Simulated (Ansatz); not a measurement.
The structure below was relaxed with Ansatz (a quantum-chemistry and plane-wave program), PBEsol, PAW, cutoff 420 eV, no spin-orbit coupling.

```
CELL_PARAMETERS angstrom
      0.00000     5.36128     5.36128
      5.36128     0.00000     5.36128
      5.36128     5.36128     0.00000
ATOMIC_POSITIONS crystal
  Cs 0.25000 0.25000 0.25000
  Cs 0.75000 0.75000 0.75000
  H  0.50000 0.50000 0.50000
  Bi 0.00000 0.00000 0.00000
  Br 0.73639 0.26361 0.26361
  Br 0.26361 0.73639 0.73639
  Br 0.26361 0.73639 0.26361
  Br 0.73639 0.26361 0.73639
  Br 0.26361 0.26361 0.73639
  Br 0.73639 0.73639 0.26361
```

Task: Find the space group and the Wyckoff positions.

Result: Space group Fm-3m (No. 225); a = 10.723 Å, b = 10.723 Å, c = 10.723 Å, α = 90.00°, β = 90.00°, γ = 90.00°

| atom | site | symmetry | x | y | z |
|---|---|---|---|---|---|
| Cs | 8c | -43m | 0.2500 | 0.2500 | 0.2500 |
| H | 4b | m-3m | 0.5000 | 0.5000 | 0.5000 |
| Bi | 4a | m-3m | 0.0000 | 0.0000 | 0.0000 |
| Br | 24e | 4m.m | 0.0000 | 0.0000 | 0.2636 |

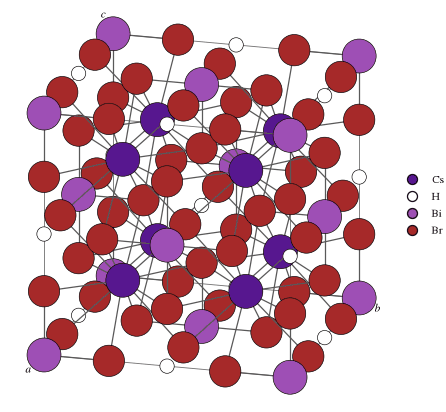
Figure. The conventional cell

No phonon test of stability was made. All final runs are without spin polarisation. The cell was made from Cs2AgBiBr6 by this change: Ag → H; the result is a hypothetical phase, not in the database extracts checked.
